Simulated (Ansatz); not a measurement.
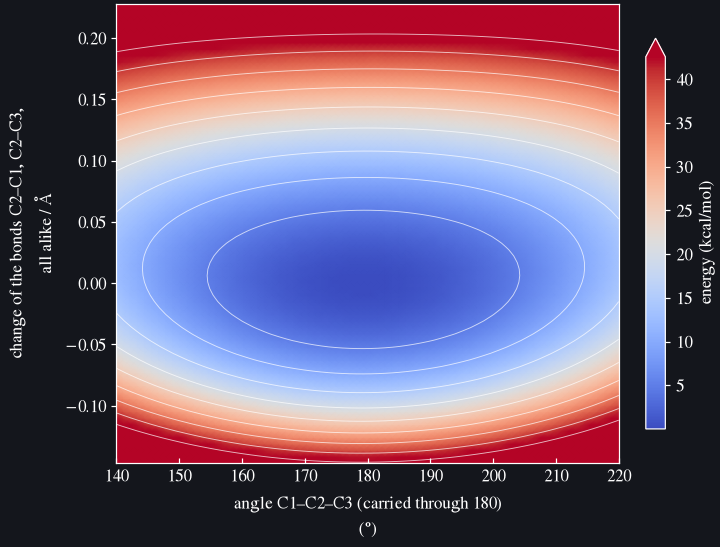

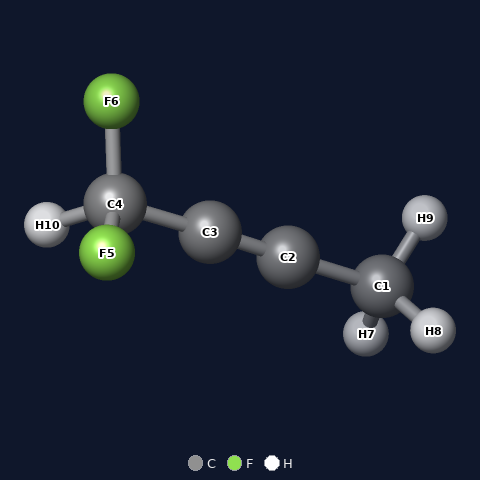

Energy landscape of C4H4F2, SMILES CC#CC(F)F. The first coordinate is: angle C1–C2–C3 (carried through 180); the second: change of the bonds C2–C1, C2–C3, all alike. Nothing is relaxed (all other coordinates rigid). The scan uses a 15 × 15 grid. Points are written as (first, second). All energies are given in kcal/mol relative to the relaxed molecule at the same level. Level of theory: Ansatz 0.2.0, RKS PBE-D4/def2-SVP.

The picture shows a smooth colour map with a few white contour lines, one colour for all values above the top of the scale. Between grid points the surface is interpolated. The second picture is the structure at the lowest point.

Describe this landscape.

Answer. The lowest grid point is at (180.0°, 0.013 Å), 0.26 kcal/mol from the relaxed molecule at the same level. It is the only kind of minimum in the scanned range. The highest grid point, (220.0°, −0.147 Å), lies 68.1 kcal/mol above the lowest. Round the minimum the two coordinates are nearly uncoupled.

The whole map (225 points run) took 8.7 min on 1 thread of Intel(R) Xeon(R) Platinum 8488C (Sapphire Rapids), on a shared host.
